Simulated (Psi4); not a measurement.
**r2SCAN/cc-pVDZ run of GeNH2F (SMILES [NH2][Ge][F])**

What is the vertical ionisation energy of GeNH2F at r2SCAN/cc-pVDZ? 

The results are computed with Psi4 1.11.

2 further runs of the same task are left out: 2 set aside as unsound or not needed.

## 1. The system as given

GeNH2F: 5 atoms, total charge 0, spin state singlet. As SMILES, `[NH2][Ge][F]`. The shape is that of a PBE0-D4/def2-TZVP optimisation. This is one conformer, not always the lowest.

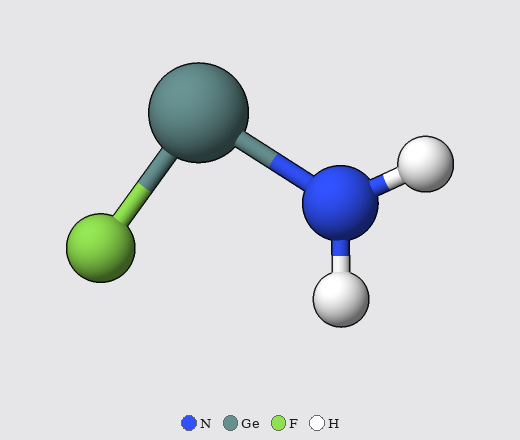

The structure, seen from a chosen angle (nitrogen blue, germanium teal, fluorine green, hydrogen white).

## 2. Energy and gradient at r2SCAN/cc-pVDZ

File fgeh2n.in:

```
memory 1600 MB

molecule m {
  0 1
  N     -0.477700     0.347600    -0.204700
  Ge     0.434100    -0.305200     1.217200
  F      1.598300    -1.203900     0.235500
  H     -1.280100     0.952600    -0.130600
  H     -0.224500     0.135300    -1.158700
  symmetry c1
}

set globals {
  basis cc-pVDZ
  puream true
  e_convergence 1e-09
  d_convergence 1e-08
  scf_type pk
  dft_radial_points 99
  dft_spherical_points 590
}

E, wfn = gradient('r2scan', return_wfn=True)
oeprop(wfn, 'LOWDIN_CHARGES', 'MAYER_INDICES', 'QUADRUPOLE')
```

Command:

```sh
$ psi4 -n 1 fgeh2n.in fgeh2n.out
```

fgeh2n.out (excerpt; [...] marks lines left out):

```text
[...]
  Running in c1 symmetry.
[...]
  Nuclear repulsion =  188.583783618447512
[...]
  Multiplicity = 1
[...]
  Nalpha       = 25
  Nbeta        = 25
[...]
    Number of basis functions: 65
[...]
   @RKS iter   1: -2232.19101710247696   -3.24199e+00   1.70107e-02 DIIS/ADIIS
[...]
   @RKS iter  12: -2232.74330489750810    4.54747e-13   2.63898e-09 DIIS
[...]
    Orbital Energies [Eh]
    ---------------------
    Doubly Occupied:
       1A   -398.210355     2A    -49.646133     3A    -44.138287
       4A    -44.137049     5A    -44.135891     6A    -24.446135
       7A    -14.174480     8A     -6.189249     9A     -4.343056
      10A     -4.340158    11A     -4.334791    12A     -1.162052
      13A     -1.148783    14A     -1.148500    15A     -1.144405
      16A     -1.142224    17A     -1.063910    18A     -0.816635
      19A     -0.490803    20A     -0.466952    21A     -0.374290
      22A     -0.336100    23A     -0.323735    24A     -0.252038
      25A     -0.243567
[...]
  @RKS Final Energy: -2232.74330489750810
   => Energetics <=
    Nuclear Repulsion Energy =            188.5837836184475123
    One-Electron Energy =               -3485.7093755685632459
    Two-Electron Energy =                1161.4885273944164510
    DFT Exchange-Correlation Energy =     -97.1062403418085580
    Empirical Dispersion Energy =           0.0000000000000000
    VV10 Nonlocal Energy =                  0.0000000000000000
    Total Energy =                      -2232.7433048975080965
[...]
  -Total Gradient:
     Atom            X                  Y                   Z
    ------   -----------------  -----------------  -----------------
       1       -0.002309753650     0.001638402066    -0.004197779046
       2        0.002415045571    -0.002037462105    -0.009809532496
       3       -0.005153381564     0.003988021653     0.005080398769
       4        0.006759370042    -0.005081924727     0.000307805384
       5       -0.001691036081     0.001482166656     0.008813049819
[...]
 Multipole Moments:
 ------------------------------------------------------------------------------------
     Multipole            Electronic (a.u.)      Nuclear  (a.u.)        Total (a.u.)
 ------------------------------------------------------------------------------------
 L = 1.  Multiply by 2.5417464519 to convert [e a0] to [Debye]
 Dipole X            :          1.9649746           -2.7805670           -0.8155924
 Dipole Y            :         -1.3461403            1.9557106            0.6095703
 Dipole Z            :          5.6663723           -5.8410816           -0.1747093
 Magnitude           :                                                    1.0330974
 L = 2.  Multiply by 1.3450342976 to convert [e a0^2] to [Debye ang]
 Quadrupole XX       :        -96.5217212           76.3283429          -20.1933783
 Quadrupole XY       :         57.0399762          -57.1261129           -0.0861368
[...]
```

It took 40 s on 1 thread of Intel Xeon Platinum 8488C (Sapphire Rapids), shared host; peak memory 1 GiB.

## 3. The doublet cation: the energy at U-r2SCAN/cc-pVDZ

File fgeh2n.json:

```json
{
  "schema_name": "qcschema_input",
  "schema_version": 1,
  "molecule": {
    "schema_name": "qcschema_molecule",
    "schema_version": 2,
    "symbols": ["N", "Ge", "F", "H", "H"],
    "geometry": [-0.90272217, 0.6568688, -0.38682694, 0.82033011, -0.57674441, 2.30017464, 3.02034926, -2.27504128, 0.4450305, -2.41903841, 1.80015311, -0.24679823, -0.42424351, 0.25567994, -2.18962566],
    "molecular_charge": 1,
    "molecular_multiplicity": 2,
    "fix_symmetry": "c1"
  },
  "driver": "energy",
  "model": {
    "method": "r2scan",
    "basis": "cc-pVDZ"
  },
  "keywords": {
    "reference": "uks",
    "puream": true,
    "e_convergence": 1e-09,
    "d_convergence": 1e-08,
    "scf_type": "pk",
    "dft_radial_points": 99,
    "dft_spherical_points": 590,
    "maxiter": 200,
    "scf_properties": ["WIBERG_LOWDIN_INDICES", "DIPOLE", "QUADRUPOLE"]
  }
}
```

Command:

```sh
$ psi4 --qcschema fgeh2n.json -n 1 --memory 1600MB
```

stdout (excerpt; [...] marks lines left out):

```text
[...]
  Running in c1 symmetry.
[...]
  Nuclear repulsion =  188.583783705987088
[...]
  Multiplicity = 2
[...]
  Nalpha       = 25
  Nbeta        = 24
[...]
    Number of basis functions: 65
[...]
   @UKS iter   1: -2231.92306447167812   -2.97404e+00   1.54389e-02 ADIIS/DIIS
[...]
   @UKS iter  21: -2232.37602479333327   -4.54747e-13   2.31755e-09 DIIS
[...]
   @S^2 Observed:                7.575338857E-01
[...]
  @UKS Final Energy: -2232.37602479333327
   => Energetics <=
    Nuclear Repulsion Energy =            188.5837837059870878
    One-Electron Energy =               -3470.5032602011874587
    Two-Electron Energy =                1146.3022147220781335
    DFT Exchange-Correlation Energy =     -96.7587630202109921
    Empirical Dispersion Energy =           0.0000000000000000
    VV10 Nonlocal Energy =                  0.0000000000000000
    Total Energy =                      -2232.3760247933332721
[...]
 Multipole Moments:
 ------------------------------------------------------------------------------------
     Multipole            Electronic (a.u.)      Nuclear  (a.u.)        Total (a.u.)
 ------------------------------------------------------------------------------------
 L = 1.  Multiply by 2.5417464519 to convert [e a0] to [Debye]
 Dipole X            :          1.6550154           -2.7805670           -1.1255516
 Dipole Y            :         -1.1049912            1.9557106            0.8507194
 Dipole Z            :          6.0420009           -5.8410816            0.2009193
 Magnitude           :                                                    1.4251170
 L = 2.  Multiply by 1.3450342976 to convert [e a0^2] to [Debye ang]
 Quadrupole XX       :        -92.2577389           76.3283426          -15.9293963
 Quadrupole XY       :         55.5901289          -57.1261128           -1.5359839
[...]
```

The result, in JSON:

```text
{
 "driver": "energy",
 "model": {
  "method": "r2scan",
  "basis": "cc-pVDZ"
 },
 "success": true,
 "return_result": -2232.3760247933333,
 "properties": {
  "calcinfo_nbasis": 65,
  "calcinfo_nmo": 65,
  "calcinfo_nalpha": 25,
  "calcinfo_nbeta": 24,
  "calcinfo_natom": 5,
  "nuclear_repulsion_energy": 188.5837837059871,
  "return_energy": -2232.3760247933333,
  "scf_one_electron_energy": -3470.5032602011875,
  "scf_two_electron_energy": 1146.3022147220781,
  "scf_xc_energy": -96.75876302021099,
  "scf_dipole_moment": [-1.1255515739213866, 0.850719410138981, 0.20091932006120494],
  "scf_total_energy": -2232.3760247933333,
  "scf_iterations": 21
 }
}
```

Run time: 46 s. Hardware: 1 thread of Intel Xeon Platinum 8488C (Sapphire Rapids), shared host; peak memory 1 GiB.

## 4. Outcome

Level: r2SCAN/cc-pVDZ.

| quantity | value |
| --- | --- |
| singlet GeNH2F: total energy | -2232.74330 Eh |
| singlet GeNH2F: dipole moment | 2.63 D |
| singlet GeNH2F: HOMO energy | -6.63 eV |
| singlet GeNH2F: LUMO energy | -1.96 eV |
| singlet GeNH2F: HOMO–LUMO gap | 4.67 eV |
| singlet GeNH2F: largest force on an atom | 0.530 eV/Å |
| doublet cation: total energy | -2232.37602 Eh |
| doublet cation: HOMO energy (highest over α and β) | -13.75 eV |
| doublet cation: LUMO energy (lowest over α and β) | -13.19 eV |
| doublet cation: ⟨S²⟩ | 0.758 |
| vertical ionisation energy (to the doublet cation) | 9.994 eV |

In words: Removing an electron at fixed nuclei costs 9.99 eV (964 kJ/mol). The largest force (singlet GeNH2F) is 0.53 eV/Å: the shape isn't a stationary point for this species at this level. The negative HOMO energy of the first species, 6.63 eV, lies 3.37 eV below that difference.
